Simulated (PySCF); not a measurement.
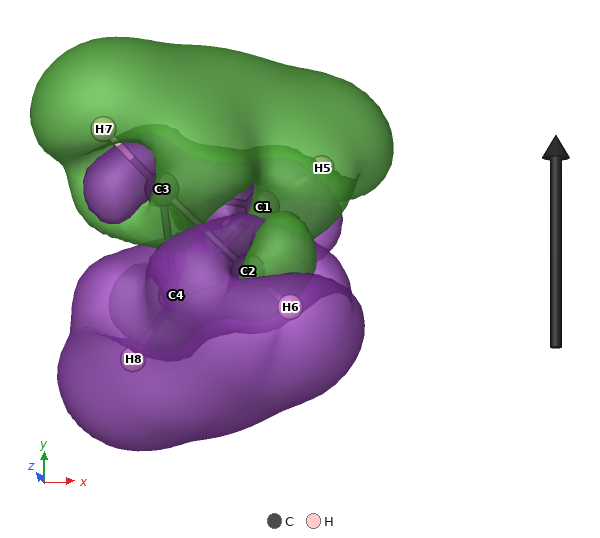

C₄H₄, SMILES `C12C3C1C23`. Change of the electron density in a uniform field of 0.10 V/Å along +y (arrow), surfaces at ±0.0004 e/Å³ (purple: gain, green: loss).

Method: BLYP/def2-SVPD; geometry: GFN2-xTB; program: PySCF. No frequency check shows the geometry to be a minimum.

The field was applied in both directions; the picture shows the one opposite to the script's first.

How large is the response?

The induced dipole is 0.21 D (along the field); α along this axis, from the fields in both directions, is 40 bohr³ (6.0 Å³).

Run time: 11 s on 1 thread of Intel(R) Xeon(R) 6975P-C (Granite Rapids), on a shared host, peak memory 0.43 GiB.
